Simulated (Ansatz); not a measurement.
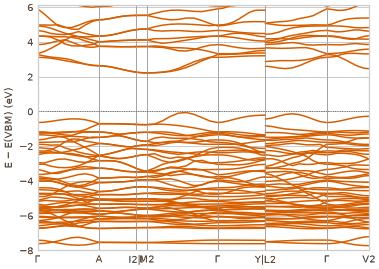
Figure: Band structure from DFT-r²SCAN+D4 in the program Ansatz with PAW potentials

The gap is 2.11 eV; an edge lies off the plotted path or next to a special point (maximum off the standard path, minimum off the standard path).

The material is Hg₂WO₄ in space group C2/c (No. 15; Hg on 8f, W on 4e, O on 8f, O on 8f).

The workflow started from a Materials Project entry (that database holds measured and hypothetical structures alike); the Crystallography Open Database copy checked does not list it. Whether it is the stable phase at ambient conditions was not checked. The cell was relaxed with r²SCAN+D4 under the symmetry of its start; whether a distortion lowers the energy is not shown. No spin polarisation was allowed. No Hubbard U is applied. Spin–orbit coupling is left out wherever it is not named.

Potentials: the later of the program's two PAW sets.
